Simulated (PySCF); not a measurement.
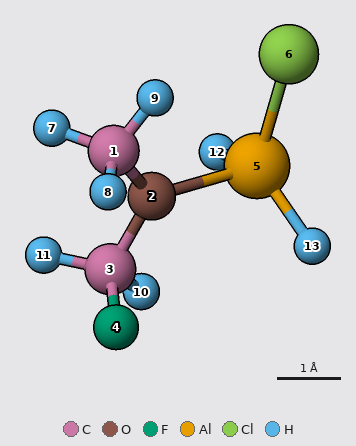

Fig. 1: The input geometry (ball-and-stick view, seen at a tilt; atoms are numbered from 1 in the order of the input). Sticks mark near contacts. Bond lengths as drawn: Al–Cl 2.15 Å, Al–H 1.59 Å, Al–O 2.02 Å, C–F 1.35 Å, C–H 1.10 Å and C–O 1.40 to 1.43 Å.

**Run report: C$_{2}$H$_{7}$AlClFO, NMR shielding calculation**

System: C$_{2}$H$_{7}$AlClFO.
Method: GIAO BLYP/pcSseg-1 NMR shielding, non-relativistic, gas phase (PySCF 2.14.0).

The geometry comes from this level: PBE0-D3(BJ)/def2-SVP. Figures and captions count atoms from 1; the log counts them from 0 in places.

The input:
```
{"job": {"kind": "nmr", "xc": "BLYP", "basis": "pcSseg-1", "pop": false}, "charge": 0, "multiplicity": 1}
C     -0.047004     1.503658    -0.117684
O     -0.104226     0.074756    -0.021585
C     -1.387679    -0.475649    -0.017055
F     -2.025006    -0.153747     1.125834
Al     1.452456    -1.202886     0.096937
Cl     3.047712     0.233843     0.089356
H     -0.464556     1.818174    -1.086104
H     -0.612015     1.945147     0.713337
H      1.012430     1.775342    -0.053260
H     -1.264421    -1.567414    -0.088038
H     -1.960595    -0.078766    -0.872264
H      1.224012    -1.988458    -1.269267
H      1.136043    -1.900828     1.488274
```

The first line tells a small driver script what to run in PySCF; the rest is the geometry in Å.

Machine: 1 CPU thread, shared host.

Launch command:
```bash
OMP_NUM_THREADS=1 python <driver script> task.json out
```

The program's output:
```
coarse grid: 11936 points
cycle   1  E = -957.8985662935  dE =  3.803e-01  |g| = 7.424e-01  |ddm| = 3.017e+00
cycle   2  E = -957.7269767500  dE =  1.716e-01  |g| = 1.273e+00  |ddm| = 1.371e+00
cycle   3  E = -957.9958313241  dE = -2.689e-01  |g| = 1.298e-01  |ddm| = 8.580e-01
cycle   4  E = -957.9990446673  dE = -3.213e-03  |g| = 5.181e-02  |ddm| = 1.396e-01
cycle   5  E = -957.9995051875  dE = -4.605e-04  |g| = 1.741e-02  |ddm| = 5.234e-02
cycle   6  E = -957.9995525686  dE = -4.738e-05  |g| = 6.615e-03  |ddm| = 1.299e-02
cycle   7  E = -957.9995601870  dE = -7.618e-06  |g| = 1.109e-03  |ddm| = 5.826e-03
final grid: 106472 points
cycle   8  E = -958.0655689431  dE = -3.277e-05  |g| = 1.131e-02  |ddm| = 2.188e-02
cycle   9  E = -958.0655238220  dE =  4.512e-05  |g| = 1.985e-02  |ddm| = 1.560e-02
cycle  10  E = -958.0655918555  dE = -6.803e-05  |g| = 1.431e-03  |ddm| = 9.973e-03
cycle  11  E = -958.0655922568  dE = -4.013e-07  |g| = 3.172e-04  |ddm| = 1.272e-03
cycle  12  E = -958.0655922766  dE = -1.981e-08  |g| = 1.177e-04  |ddm| = 2.850e-04
cycle  13  E = -958.0655922788  dE = -2.256e-09  |g| = 3.673e-05  |ddm| = 8.561e-05
cycle  14  E = -958.0655922790  dE = -2.015e-10  |g| = 9.127e-06  |ddm| = 2.551e-05
```

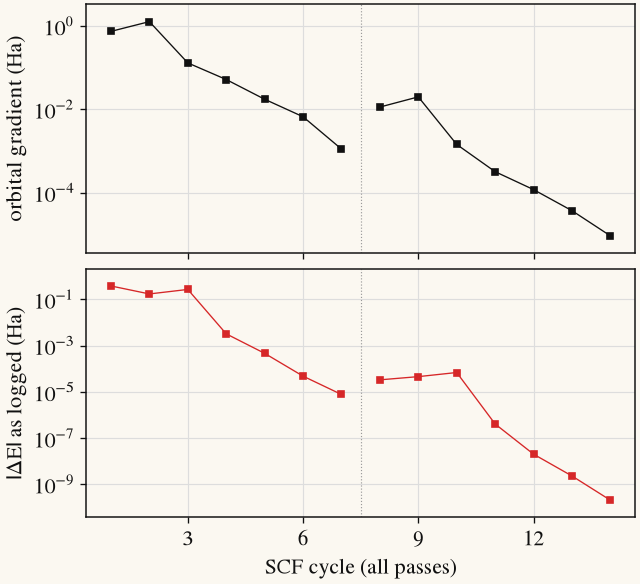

Fig. 2: Convergence of the self-consistent field: orbital gradient and size of the energy change against the SCF cycle. The dotted line marks the change from a coarse to the final integration grid. The first 7 cycles use a coarse grid, the final grid takes over at cycle 8, and the field converges after 14 cycles in all.

```
converged SCF energy = -958.0655922790

GIAO shielding tensors (ppm)
atom      isotropic    diamagn.    paramagn.     s11        s22        s33       span
  0 C      117.428     245.812    -128.383     79.614     99.438    173.233     93.619
  1 O      255.822     401.648    -145.826    183.312    258.083    326.072    142.760
  2 C       68.012     240.799    -172.788     40.186     68.248     95.601     55.416
  3 F      337.690     472.415    -134.725    235.998    340.650    436.420    200.421
  4 Al     399.644     794.889    -395.245    362.852    397.421    438.658     75.806
  5 Cl     942.032    1150.096    -208.063    817.944    983.683   1024.470    206.527
  6 H       28.306      29.707      -1.401     25.030     25.529     34.358      9.328
  7 H       27.564      29.575      -2.010     23.419     26.080     33.195      9.776
  8 H       26.018      29.760      -3.742     19.573     28.399     30.082     10.509
  9 H       25.642      29.181      -3.539     21.249     26.484     29.194      7.944
 10 H       26.125      28.926      -2.801     21.931     26.442     30.000      8.069
 11 H       27.148      29.544      -2.396     23.712     25.376     32.356      8.644
 12 H       27.005      29.489      -2.484     23.499     25.475     32.041      8.542
```

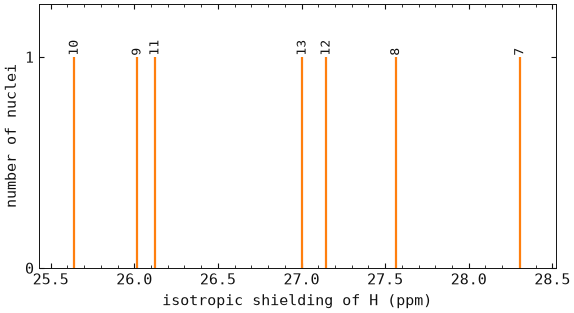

Fig. 3: Isotropic shieldings of the hydrogen nuclei in this fixed geometry, labelled by atom number; shielding grows to the right, so chemical shift grows to the left. The least shielded is H10 (25.6 ppm), the most shielded H7 (28.3 ppm).

Summary:

| quantity | value |
| --- | --- |
| outcome | converged |
| total energy | −958.065592 hartree |
| HOMO | −6.29 eV |
| LUMO | −0.39 eV |
| dipole moment | 4.99 D |
| isotropic shielding, C | 68.0 to 117.4 ppm |
| isotropic shielding, O | 255.8 ppm |
| isotropic shielding, F | 337.7 ppm |
| isotropic shielding, Al | 399.6 ppm |
| isotropic shielding, Cl | 942.0 ppm |
| wall time | 17 s |
| peak memory | 0.8 GiB |
